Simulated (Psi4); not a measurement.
**InH2F (SMILES [H][In]([H])[F]): UHF/STO-3G**

Aim: the energy change on altering one bond length of InH2F at UHF/STO-3G, from 2 runs. 

The calculation is run with Psi4 1.11.

7 further runs of the same task are left out: 5 that didn't finish, 2 set aside as unsound or not needed.

**1. The structure to begin with**

InH2F has 4 atoms, charge 0, and is taken as a singlet. As SMILES, `[H][In]([H])[F]`. The shape comes from GFN2-xTB, which is rough for such elements, and wasn't checked as a minimum.

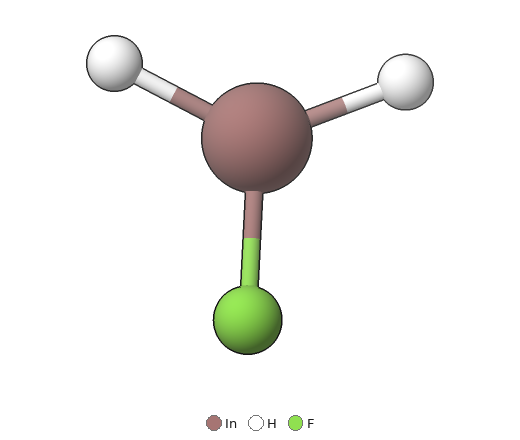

The structure, seen from a chosen angle (indium brown, hydrogen white, fluorine green).

**2. The polarisability at UHF/STO-3G**

File calc.inp:

```
memory 1600 MB

molecule {
  In     0.069180     0.117330    -0.000190
  H      1.751200    -0.073770     0.013580
  H     -0.891440     1.509340    -0.018860
  F     -0.928940    -1.552910     0.005460
  units angstrom
}

set globals {
  basis STO-3G
  reference uhf
  scf_type pk
}

energy_value, wavefunction = properties('scf', properties=['dipole_polarizabilities'], return_wfn=True)
print_variables()
```

Launch:

```console
$ psi4 -n 1 calc.inp calc.out
```

calc.out:

```text
[...]
  Running in c1 symmetry.
[...]
  Nuclear repulsion =  153.866038853217788
[...]
  Multiplicity = 1
[...]
  Nalpha       = 30
  Nbeta        = 30
[...]
    Number of basis functions: 34
[...]
   @UHF iter   1: -5781.91875742855609   -3.37816e+00   1.23373e-02 DIIS/ADIIS
[...]
   @UHF iter   7: -5782.05900642217239   -1.23438e-07   8.73780e-07 DIIS
[...]
   @S^2 Observed:               -1.421085472E-14
[...]
    Orbital Energies [Eh]
    ---------------------
    Alpha Occupied:
       1A   -986.876202     2A   -146.012788     3A   -138.024800
       4A   -138.023310     5A   -138.023008     6A    -27.700081
       7A    -25.724725     8A    -24.720060     9A    -24.715164
      10A    -24.714789    11A    -16.585791    12A    -16.585584
      13A    -16.584889    14A    -16.579993    15A    -16.579446
      16A     -4.239743    17A     -3.061925    18A     -3.049806
      19A     -3.047548    20A     -1.322403    21A     -0.565051
      22A     -0.556432    23A     -0.554213    24A     -0.552849
      25A     -0.551749    26A     -0.437879    27A     -0.385783
      28A     -0.346841    29A     -0.318895    30A     -0.309730
    Alpha Virtual:
[...]
  @UHF Final Energy: -5782.05900642217239
   => Energetics <=
    Nuclear Repulsion Energy =            153.8660388532177876
    One-Electron Energy =               -8318.3469085818433086
    Two-Electron Energy =                2382.4218633064524511
    Total Energy =                      -5782.0590064221723878
  UHF NO Occupations:
  HONO-2 :   28  A 2.0000000
  HONO-1 :   29  A 2.0000000
[...]
 Multipole Moments:
 ------------------------------------------------------------------------------------
     Multipole            Electronic (a.u.)      Nuclear  (a.u.)        Total (a.u.)
 ------------------------------------------------------------------------------------
 L = 1.  Multiply by 2.5417464519 to convert [e a0] to [Debye]
 Dipole X            :          0.6765854           -0.4000295            0.2765559
 Dipole Y            :          1.1426614           -0.6759816            0.4666798
 Dipole Z            :         -0.0023756            0.0014080           -0.0009676
 Magnitude           :                                                    0.5424704
[...]
```

Wall time 2.6 s (1 thread of Intel Xeon 6975P-C (Granite Rapids), shared host); peak memory 0.19 GiB.

**3. The distorted shape**

File fh2in.xyz:

```xyz
4
FH2In
In     0.453451    -0.439508     0.007278
H      2.135471    -0.630608     0.021048
H     -0.891440     1.509340    -0.018860
F     -0.544669    -2.109748     0.012928
```

File run.py:

```python
import psi4

psi4.set_memory(1600000000)
psi4.set_num_threads(1)
psi4.set_output_file('run.log', False)

with open('fh2in.xyz') as f:
    atoms = ''.join(f.readlines()[2:])
molecule = psi4.geometry('0 1\n' + atoms + 'symmetry c1')

psi4.set_options({
    'basis': 'STO-3G',
    'reference': 'uhf',
    'scf_type': 'pk',
    'guess_mix': True,
})

e, wfn = psi4.properties("hf", properties=['dipole_polarizabilities'], molecule=molecule, return_wfn=True)
print(f'hf energy: {e:.10f} Eh')
```

Launch:

```console
$ python run.py
```

run.log:

```text
[...]
  Running in c1 symmetry.
[...]
  Nuclear repulsion =  149.211553677368073
[...]
  Multiplicity = 1
[...]
  Nalpha       = 30
  Nbeta        = 30
[...]
    Number of basis functions: 34
[...]
   @UHF iter   1: -5781.74053335151257   -3.40708e+00   1.30966e-02 DIIS/ADIIS
[...]
   @UHF iter  16: -5781.96478590941933   -2.91046e-07   7.85134e-07 DIIS
[...]
   @S^2 Observed:                2.734529489E-01
[...]
    Orbital Energies [Eh]
    ---------------------
    Alpha Occupied:
       1A   -986.855829     2A   -145.992722     3A   -138.004599
       4A   -138.003307     5A   -138.002964     6A    -27.682798
       7A    -25.731389     8A    -24.702553     9A    -24.698422
      10A    -24.697792    11A    -16.568545    12A    -16.568227
      13A    -16.567579    14A    -16.563849    15A    -16.563028
      16A     -4.231091    17A     -3.053546    18A     -3.042436
      19A     -3.039314    20A     -1.324077    21A     -0.552395
      22A     -0.546344    23A     -0.546060    24A     -0.543109
      25A     -0.536722    26A     -0.419135    27A     -0.378787
      28A     -0.352974    29A     -0.327377    30A     -0.313142
    Alpha Virtual:
[...]
  @UHF Final Energy: -5781.96478590941933
   => Energetics <=
    Nuclear Repulsion Energy =            149.2115536773680731
    One-Electron Energy =               -8309.5836713219105150
    Two-Electron Energy =                2378.4073317351230799
    Total Energy =                      -5781.9647859094193336
  UHF NO Occupations:
  HONO-2 :   28  A 1.9998309
  HONO-1 :   29  A 1.9995262
[...]
 Multipole Moments:
 ------------------------------------------------------------------------------------
     Multipole            Electronic (a.u.)      Nuclear  (a.u.)        Total (a.u.)
 ------------------------------------------------------------------------------------
 L = 1.  Multiply by 2.5417464519 to convert [e a0] to [Debye]
 Dipole X            :          1.1431804           -0.8031268            0.3400536
 Dipole Y            :          0.4426673           -0.0918628            0.3508046
 Dipole Z            :          0.0067894           -0.0064259            0.0003636
 Magnitude           :                                                    0.4885698
[...]
```

Standard output:

```text
hf energy: -5781.9647859094 Eh
```

Run time: 1.7 s. Hardware: 1 thread of Intel Xeon 6975P-C (Granite Rapids), shared host; peak memory 0.19 GiB.

**4. Outcome**

At UHF/STO-3G:

```
                                                          quantity           value
                                         first shape: total energy  -5782.05901 Eh
                                        first shape: dipole moment          1.38 D
                                          first shape: HOMO energy        -8.43 eV
                                          first shape: LUMO energy         5.98 eV
                                        first shape: HOMO–LUMO gap        14.41 eV
                           first shape: mean static polarisability      13.0 bohr³
                                     distorted shape: total energy  -5781.96479 Eh
                                    distorted shape: dipole moment          1.24 D
                                      distorted shape: HOMO energy        -5.98 eV
                                      distorted shape: LUMO energy         5.67 eV
                                    distorted shape: HOMO–LUMO gap        11.65 eV
                                             distorted shape: ⟨S²⟩           0.273
                       distorted shape: mean static polarisability      18.8 bohr³
energy change with the In1–H3 bond stretched from 1.691 to 2.368 Å        2.564 eV
```

What this shows: With the In1–H3 bond stretched from 1.691 to 2.368 Å the energy rises by 2.56 eV (247 kJ/mol). The first shape isn't relaxed at this level, so the change isn't measured from a minimum. The minimal basis adds a large error of its own. Relativity is left out (first shape) although the molecule holds a heavy atom. ⟨S²⟩ (distorted shape) is 0.27 where a pure singlet has 0.00: the reference is spin-contaminated. Relativity is left out (distorted shape) although the molecule holds a heavy atom.
